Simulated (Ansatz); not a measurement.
```yaml
atoms:
  - { symbol: Br, position_ang: [0.5191, 2.5418, 0.3425] }
  - { symbol: Cl, position_ang: [-1.9778, 1.2424, 2.5026] }
  - { symbol: O, position_ang: [0.0307, -0.5708, 1.0577] }
  - { symbol: Si, position_ang: [0.6295, -2.1834, 0.7304] }
  - { symbol: Si, position_ang: [-0.4439, 0.8985, 1.2926] }
  - { symbol: H, position_ang: [1.1935, -2.6273, 2.0222] }
  - { symbol: H, position_ang: [-0.5676, -2.9365, 0.3023] }
  - { symbol: H, position_ang: [1.6378, -2.0041, -0.3353] }
```

Geometry: B3LYP-D3(BJ)/def2-SVP.

All numbers below come from isolated molecule in a Gaussian basis; Kohn-Sham density functional theory, functional PBE0 (Ansatz).

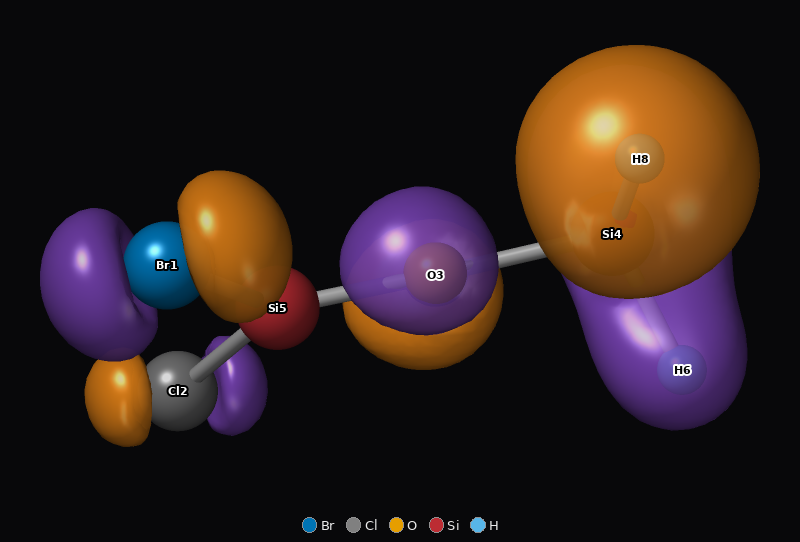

BrClH3OSi2 (SMILES [SiH3]O[Si+](Cl)Br) (charge +1). One frontier orbital at ±0.1 Å⁻³ᐟ² (orange and purple are the two phases), seen at an oblique angle.

Q: Which orbital is it: HOMO or LUMO?

A: The HOMO, at −13.87 eV. By Hirshfeld shares it lies mainly on Si4 (about 30 %), H8 (about 25 %), O3 (about 15 %), H7 (about 10 %) and Br1 (about 10 %).
